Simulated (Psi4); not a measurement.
**GeTe (SMILES [Ge][Te]) at CAM-B3LYP/def2-TZVP (core potential)**

Aim: the vertical ionisation energy of GeTe at CAM-B3LYP/def2-TZVP (core potential), from 2 runs. Input form: a Python script.

Program for the calculation: Psi4 1.11.

### Step 1. The system as given

GeTe: 2 atoms, total charge 0, spin state singlet. SMILES: `[Ge][Te]`. The bond length is the measured one.

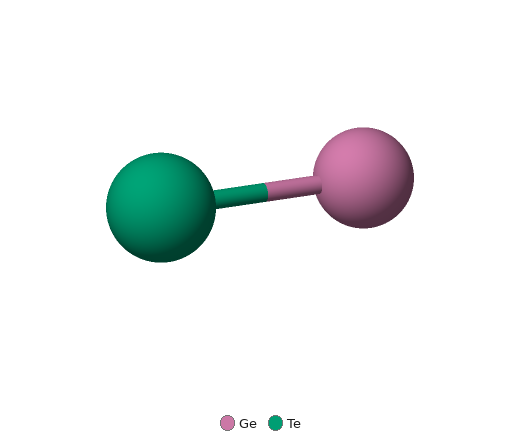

Viewed from a chosen angle; germanium pink, tellurium teal.

### Step 2. Energy and gradient at CAM-B3LYP/def2-TZVP (core potential)

File calc.py:

```python
import psi4

psi4.set_memory('1600 MB')
psi4.set_num_threads(1)
psi4.core.set_output_file('psi4.out', False)

geom = psi4.geometry("""
0 1
Ge     0.000000     0.000000     0.000000
Te     0.000000     0.000000     2.340165
symmetry c1
no_reorient
no_com
""")

psi4.set_options({
    'reference': 'rks',
    'puream': True,
    'e_convergence': 1e-09,
    'd_convergence': 1e-08,
    'scf_type': 'pk',
    'dft_radial_points': 99,
    'dft_spherical_points': 590,
})

e_tot = psi4.gradient("cam-b3lyp/def2-TZVP")
print('gradient / Eh bohr^-1')
print(e_tot.np.round(6))
```

Launch:

```
$ python calc.py
```

psi4.out:

```text
[...]
    !!!  WARNING: ECP capability is in beta. Please check occupations closely.  !!!
[...]
  Running in c1 symmetry.
[...]
  Nuclear repulsion =  173.666428561473225
[...]
  Multiplicity = 1
[...]
  Nalpha       = 28
  Nbeta        = 28
[...]
    Number of basis functions: 98
[...]
   @RKS iter   1: -2343.66906419284169   -3.94208e+00   3.03162e-02 ADIIS/DIIS
[...]
   @RKS iter  13: -2345.17388225768946   -2.72848e-12   6.69453e-09 DIIS
[...]
    Orbital Energies [Eh]
    ---------------------
    Doubly Occupied:
       1A   -398.841750     2A    -49.877878     3A    -44.401254
       4A    -44.401254     5A    -44.398532     6A     -6.325917
       7A     -6.319661     8A     -4.494350     9A     -4.494350
      10A     -4.486722    11A     -4.457295    12A     -4.457295
      13A     -4.457021    14A     -1.653021    15A     -1.651060
      16A     -1.651060    17A     -1.650821    18A     -1.650821
      19A     -1.317312    20A     -1.317312    21A     -1.311353
      22A     -1.311353    23A     -1.310772    24A     -0.706865
      25A     -0.514748    26A     -0.309581    27A     -0.298344
      28A     -0.298344
[...]
  @RKS Final Energy: -2345.17388225768946
   => Energetics <=
    Nuclear Repulsion Energy =            173.6664285614732250
    One-Electron Energy =               -3708.2159121286586014
    Two-Electron Energy =                1266.2978784814022220
    DFT Exchange-Correlation Energy =     -76.9222771719062308
    Empirical Dispersion Energy =           0.0000000000000000
    VV10 Nonlocal Energy =                  0.0000000000000000
    Total Energy =                      -2345.1738822576894563
[...]
 Multipole Moments:
 ------------------------------------------------------------------------------------
     Multipole            Electronic (a.u.)      Nuclear  (a.u.)        Total (a.u.)
 ------------------------------------------------------------------------------------
 L = 1.  Multiply by 2.5417464519 to convert [e a0] to [Debye]
 Dipole X            :         -0.0000000            0.0000000           -0.0000000
 Dipole Y            :          0.0000002            0.0000000            0.0000002
 Dipole Z            :       -106.7043086          106.1345025           -0.5698061
 Magnitude           :                                                    0.5698061
[...]
  -Total Gradient:
     Atom            X                  Y                   Z
    ------   -----------------  -----------------  -----------------
       1       -0.000000010485     0.000000040680    -0.005720523119
       2        0.000000010486    -0.000000040681     0.005737248916
[...]
```

On the terminal:

```text
gradient / Eh bohr^-1
[[-0.        0.       -0.005721]
 [ 0.       -0.        0.005737]]
```

Wall time 21 s (1 thread of Intel Xeon 6975P-C (Granite Rapids), shared host); peak memory 0.75 GiB.

### Step 3. The doublet cation

File gete.xyz:

```xyz
2
GeTe
Ge     0.000000     0.000000     0.000000
Te     0.000000     0.000000     2.340165
```

File job.py:

```python
import psi4

psi4.set_memory(1600000000)
psi4.set_num_threads(1)
psi4.set_output_file('run.log', False)

with open('gete.xyz') as f:
    atoms = ''.join(f.readlines()[2:])
geom = psi4.geometry('1 2\n' + atoms + 'symmetry c1\nno_reorient\nno_com')

options = {'basis': 'def2-TZVP', 'reference': 'uks', 'puream': True, 'e_convergence': 1e-09, 'd_convergence': 1e-08, 'scf_type': 'pk', 'dft_radial_points': 99, 'dft_spherical_points': 590, 'maxiter': 100}
psi4.set_options(options)

E, wfn = psi4.gradient('cam-b3lyp', molecule=geom, return_wfn=True)
psi4.oeprop(wfn, 'MULLIKEN_CHARGES', 'DIPOLE', 'LOWDIN_CHARGES', title='CAM-B3LYP')
print('gradient / Eh bohr^-1')
print(E.np.round(6))
print(f'energy = {wfn.energy():.10f} Eh')
```

Launch:

```
$ python job.py
```

run.log (excerpt; [...] marks lines left out):

```text
[...]
  Running in c1 symmetry.
[...]
  Nuclear repulsion =  173.666428561473225
[...]
  Multiplicity = 2
[...]
  Nalpha       = 28
  Nbeta        = 27
[...]
    Number of basis functions: 98
[...]
   @UKS iter   1: -2343.51954306877406   -3.79256e+00   2.96878e-02 ADIIS/DIIS
[...]
   @UKS iter  19: -2344.84124164158902   -2.91038e-11   5.03129e-09 DIIS
[...]
   @S^2 Observed:                7.539377394E-01
[...]
  @UKS Final Energy: -2344.84124164158902
   => Energetics <=
    Nuclear Repulsion Energy =            173.6664285614732250
    One-Electron Energy =               -3694.2192246848553623
    Two-Electron Energy =                1252.5024665059770541
    DFT Exchange-Correlation Energy =     -76.7909120241840384
    Empirical Dispersion Energy =           0.0000000000000000
    VV10 Nonlocal Energy =                  0.0000000000000000
    Total Energy =                      -2344.8412416415885673
[...]
  -Total Gradient:
     Atom            X                  Y                   Z
    ------   -----------------  -----------------  -----------------
       1        0.000000007205    -0.000000004757     0.044550258825
       2       -0.000000007204     0.000000004758    -0.044533420245
[...]
 Multipole Moments:
 ------------------------------------------------------------------------------------
     Multipole            Electronic (a.u.)      Nuclear  (a.u.)        Total (a.u.)
 ------------------------------------------------------------------------------------
 L = 1.  Multiply by 2.5417464519 to convert [e a0] to [Debye]
 Dipole X            :         -0.0000006            0.0000000           -0.0000006
 Dipole Y            :         -0.0000001            0.0000000           -0.0000001
 Dipole Z            :       -104.1140255          106.1345025            2.0204770
 Magnitude           :                                                    2.0204770
[...]
  Mulliken Charges: (a.u.)
   Center  Symbol    Alpha    Beta     Spin     Total
       1    GE    15.74273 15.64146  0.10127  0.61581
       2    TE    12.25727 11.35854  0.89873  0.38419
   Total alpha = 28.00000, Total beta = 27.00000, Total charge =  1.00000
  Lowdin Charges: (a.u.)
   Center  Symbol    Alpha    Beta     Spin     Total
       1    GE    15.85632 15.69561  0.16071  0.44806
       2    TE    12.14368 11.30439  0.83929  0.55194
  Total alpha = 28.00000, Total beta = 27.00000, Total charge =  1.00000
```

On the terminal:

```text
gradient / Eh bohr^-1
[[ 0.       -0.        0.04455 ]
 [-0.        0.       -0.044533]]
energy = -2344.8412416416 Eh
```

It took 27 s on 1 thread of Intel Xeon 6975P-C (Granite Rapids), shared host; peak memory 0.73 GiB.

### Step 4. Outcome

At CAM-B3LYP/def2-TZVP (core potential):

```
                                          quantity           value
                        singlet GeTe: total energy  -2345.17388 Eh
                       singlet GeTe: dipole moment          1.45 D
                         singlet GeTe: HOMO energy        -8.12 eV
                         singlet GeTe: LUMO energy        -1.61 eV
                       singlet GeTe: HOMO–LUMO gap         6.51 eV
            singlet GeTe: largest force on an atom      0.295 eV/Å
                      doublet cation: total energy  -2344.84124 Eh
doublet cation: HOMO energy (highest over α and β)       -14.33 eV
 doublet cation: LUMO energy (lowest over α and β)       -10.05 eV
                              doublet cation: ⟨S²⟩           0.754
          doublet cation: largest force on an atom      2.291 eV/Å
vertical ionisation energy (to the doublet cation)        9.052 eV
```

In words: The vertical ionisation energy comes to 9.05 eV (209 kcal/mol). The largest force (singlet GeTe) is 0.30 eV/Å: the shape isn't a stationary point for this species at this level. −ε(HOMO) before ionisation, 8.12 eV, is 0.93 eV below this ionisation energy.
